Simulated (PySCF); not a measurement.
**[BBrH3]-: geometry, NMR shifts, electronic excitations and spin-spin couplings**

Wanted: the NMR shifts, electronic excitations and spin-spin couplings of [BBrH3]- (`[H][B-]([H])([H])Br`), by calculation.

The runs use PySCF 2.14.0, with density-fitted response routines of our own; the level of theory stands in each step. All values are computed, except where a source is named. Atoms count from 0, in the outputs and in this text.

## 1. The molecule as given

5 atoms, charge -1, multiplicity 1; geometry from: GFN2-xTB.

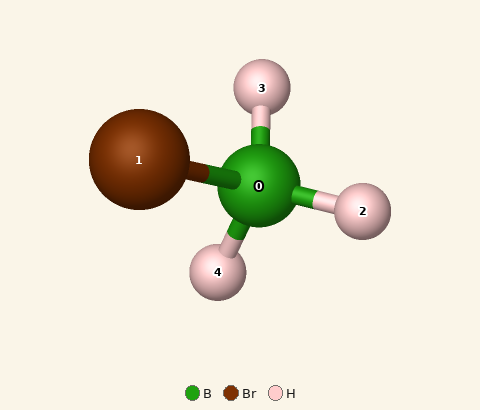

The starting geometry (boron green, bromine brown, hydrogen pink), atoms numbered.

## 2. Relaxing the molecule at PBE0-D3(BJ)/def2-SVP

Job settings and geometry (Å):

```
{"job": {"xc": "PBE0", "basis": "def2-SVP", "d3": "d3bj", "grid": 1, "maxiter": 40, "kind": "geom"}, "charge": -1, "multiplicity": 1}
B     -0.002450     0.001710    -0.185070
Br     0.015160    -0.019850     1.842860
H      1.149500     0.010510    -0.559790
H     -0.585750     1.003800    -0.536400
H     -0.576460    -0.996180    -0.561610
```

**Question.** This job is followed by: GIAO PBE0/pcSseg-1 NMR shielding, non-relativistic, gas phase; TDDFT PBE0/def2-SVPD, vertical, gas phase, core orbitals frozen in the response; B3LYP/pcJ-1 Br:pcSseg-1 indirect spin-spin coupling, non-relativistic, gas phase; GIAO KT2/pcSseg-1 NMR shielding, non-relativistic, gas phase. What will the session give for the following? point group; rotational constants (main isotopes); 1H shifts against TMS (PBE0/pcSseg-1, means over atoms taken as alike); 11B shifts against BF3·OEt2 (PBE0/pcSseg-1); 79Br shifts against HBr (PBE0/pcSseg-1); lowest singlet (PBE0/def2-SVPD); brightest single state of those computed; lowest triplet; largest coupling of the table (B3LYP/pcSseg-1+pcJ-1); range of the shift of Br1.

As calculated:

| quantity | value |
| --- | --- |
| point group | C3v |
| rotational constants (main isotopes) | 119.57, 8.41, 8.41 GHz |
| 1H shifts against TMS (PBE0/pcSseg-1, means over atoms taken as alike) | 2.44 ppm |
| 11B shifts against BF3·OEt2 (PBE0/pcSseg-1) | -21.5 ppm |
| 79Br shifts against HBr (PBE0/pcSseg-1) | -446 ppm |
| lowest singlet (PBE0/def2-SVPD) | 5.51 eV (225 nm), f = 0.024 |
| brightest single state of those computed | state 8, 6.62 eV, f = 0.110 |
| lowest triplet | 5.36 eV |
| largest coupling of the table (B3LYP/pcSseg-1+pcJ-1) | 1J(B,H) B0–H2, 116.4 Hz |
| range of the shift of Br1 | -446 to -428 ppm |

What this shows: Relaxing lowered the energy by 0.060 eV in 4 steps; the close pair that moved most is B0–Br1, from 2.028 to 2.126 Å. At PBE0/pcSseg-1: Shielding is most anisotropic at B0 (span 47 ppm, paramagnetic term -63 ppm). The first singlet state (HOMO→LUMO 0.74, HOMO→LUMO+1 0.24) lies at 5.51 eV and is weak; of the 10 states computed, the strongest absorption comes from state 8 at 6.62 eV. The lowest triplet lies 0.15 eV below the lowest singlet (triplets in Tamm-Dancoff, singlets in full TDDFT). The lowest singlet lies above −ε(HOMO); no detachment energy was computed, so the anion's states may not be bound. Of the pairs tabulated at B3LYP/pcSseg-1+pcJ-1, B0–H2 (mean over like pairs) couples most strongly (116.4 Hz; Fermi contact 115.9 Hz). In ppm, Br1 moves most: its shift spreads over 18 ppm, from -446 (PBE0/pcSseg-1) to -428 (KT2/pcSseg-1). Spin-orbit coupling is left out, which matters for shieldings and couplings at and beside the heavy atoms.
